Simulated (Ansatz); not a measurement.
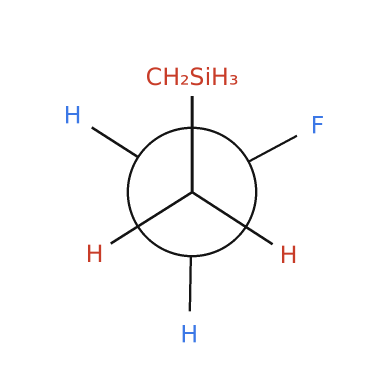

A Newman projection along the C–C bond, carbon in front; angles are drawn as computed, but eclipsed bonds slightly apart. The geometry was computed by an optimisation with PBE0-D4/def2-TZVP. No frequency run is at hand to confirm it as a minimum.

Which molecule is it?

Answer. C3H9FSi, FCCC[SiH3]

What is the torsion angle from the front CH2SiH3 to the back F? The sign is positive where the front bond must turn clockwise to cover the back bond.

Answer. 62°, synclinal (gauche). The conformation about this bond is staggered.
